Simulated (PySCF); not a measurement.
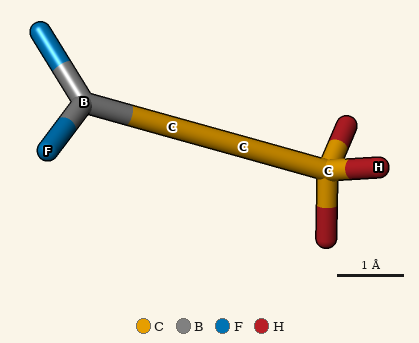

The structure as given in the input (stick view, seen at a tilt).

## C3H3BF2: core-level calculation

- system: C3H3BF2, SMILES CC#CB(F)F
- method: delta-SCF UKS SCAN, pcX-2 on the ionised atom, pcseg-1 elsewhere, spin-free X2C (PySCF 2.14.0)

It belongs to a series of runs on one base structure; here: H on C replaced by BF2. Figures and captions count atoms from 1; the log counts them from 0 in places.

## Log
```
ground state, core basis on atom 0 (C), 130 functions
  cycle   1  E = -340.70498511  |g| = 6.62e-01
  cycle   2  E = -340.61446510  |g| = 9.94e-01
  cycle   3  E = -340.78407290  |g| = 1.56e-01
  cycle   4  E = -340.78918930  |g| = 7.23e-02
  cycle   5  E = -340.79036059  |g| = 3.24e-02
  cycle   6  E = -340.79062203  |g| = 2.71e-03
  cycle   7  E = -340.79062163  |g| = 1.18e-03
  cycle   8  E = -340.79062359  |g| = 4.18e-04
  E(ground) = -340.78592295 Eh
hole in C 1s of atom 0
  cycle   1  E = -329.50253947  |g| = 1.50e+00
  cycle   2  E = -328.79118649  |g| = 1.79e+00
[... 11 cycles left out ...]
  E(ion) = -330.04855336 Eh   <S^2> = 0.7705   hole on atom = 1.000   binding energy = 292.179 eV
ground state, core basis on atom 1 (C), 130 functions
[... 6 cycles left out ...]
  E(ground) = -340.79175917 Eh
hole in C 1s of atom 1
[... 13 cycles left out ...]
  E(ion) = -330.08630970 Eh   <S^2> = 0.8762   hole on atom = 1.000   binding energy = 291.310 eV
ground state, core basis on atom 2 (C), 130 functions
[... 6 cycles left out ...]
  E(ground) = -340.79186066 Eh
hole in C 1s of atom 2
[... 13 cycles left out ...]
  E(ion) = -330.12147073 Eh   <S^2> = 0.8241   hole on atom = 1.000   binding energy = 290.356 eV
ground state, core basis on atom 3 (B), 130 functions
[... 6 cycles left out ...]
  E(ground) = -340.79059705 Eh
hole in B 1s of atom 3
[... 13 cycles left out ...]
  E(ion) = -333.45768109 Eh   <S^2> = 0.8210   hole on atom = 1.000   binding energy = 199.539 eV
ground state, core basis on atom 4 (F), 130 functions
[... 7 cycles left out ...]
  E(ground) = -340.83348009 Eh
hole in F 1s of atom 4
  cycle   1  E = -314.46580732  |g| = 2.58e+00
  cycle   2  E = -314.22955991  |g| = 2.17e+00
  cycle   3  E = -315.06152146  |g| = 7.26e-01
  cycle   4  E = -315.06541520  |g| = 6.79e-01
  cycle   5  E = -315.34004050  |g| = 1.24e-01
  cycle   6  E = -315.34601520  |g| = 7.50e-02
  cycle   7  E = -315.34796783  |g| = 1.52e-02
  cycle   8  E = -315.34805758  |g| = 6.29e-03
  cycle   9  E = -315.34808077  |g| = 1.32e-03
  cycle  10  E = -315.34808153  |g| = 4.83e-04
  E(ion) = -315.35384447 Eh   <S^2> = 0.7564   hole on atom = 1.000   binding energy = 693.336 eV
```

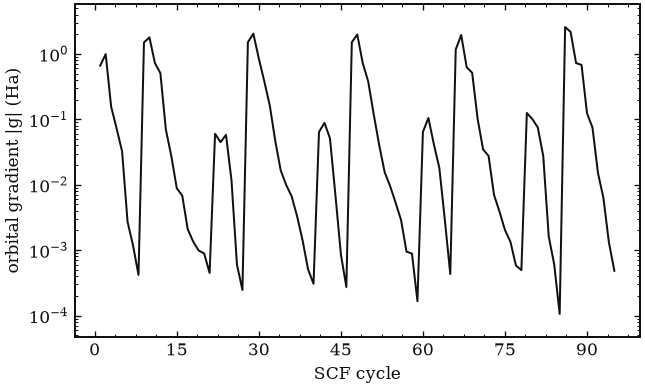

Convergence of the self-consistent field: orbital gradient |g| against the SCF cycle. All cycles printed in the log are drawn one after another.

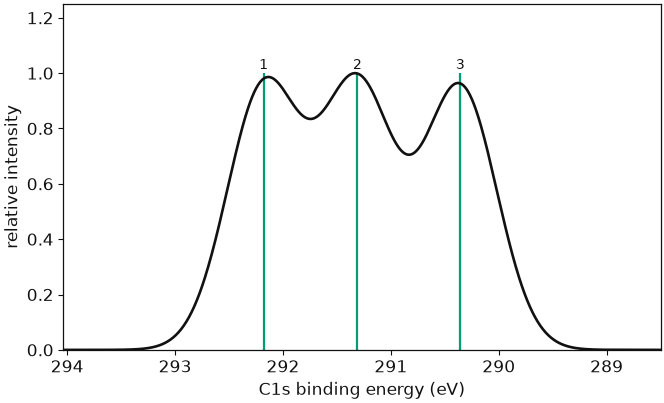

C1s binding energies by ΔSCF of the atoms computed, labelled by atom number, with a Gaussian envelope of 0.8 eV full width. They run from 290.36 eV (atom 3) to 292.18 eV (atom 1).

The run was set up as follows.

## The input
```
{"job": {"kind": "xps"}, "charge": 0, "multiplicity": 1}
C     -1.559229     0.152770     0.119388
C     -0.111331     0.121278     0.140797
C      1.106081     0.092277     0.158167
B      2.623390     0.053911     0.157110
F      3.278569    -0.953289    -0.386998
F      3.344818     1.023065     0.688251
H     -1.974348    -0.756962     0.580103
H     -1.948364     1.026132     0.664270
H     -1.927814     0.201122    -0.917070
```

The first line tells a small driver script what to run in PySCF; the rest is the geometry in Å.

## Results in brief

| quantity | value |
| --- | --- |
| outcome | converged |
| hardware | 1 CPU thread, shared host |
| wall time | 23 s |
| peak memory | 0.96 GiB |

The core-hole state is spin-contaminated.
